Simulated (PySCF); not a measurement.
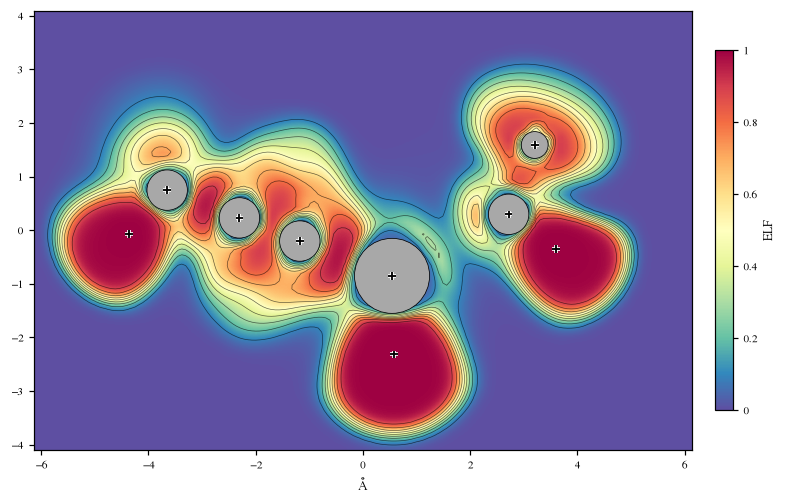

The ELF on a plane through atoms (crosses mark nuclei in the plane; grey discs cover the cores).

These are results of B3LYP/def2-SVPD, SCF density, gas phase in PySCF, not measurements.

Candidates:
A. C₆H₉FSi
B. C₂H₇BGe (SMILES [BH2][GeH2][CH]=C)

**Which candidate gave the map?**

Candidate A: C₆H₉FSi on the plane of atoms C3, Si4 and H12, which holds C, Si, F and H. C–C (1.21 Å): the ELF peaks at about 0.85 between the atoms: a short, multiple covalent bond. C–F (1.38 Å): the ELF peaks at about 0.85 between the atoms (a polar covalent bond).
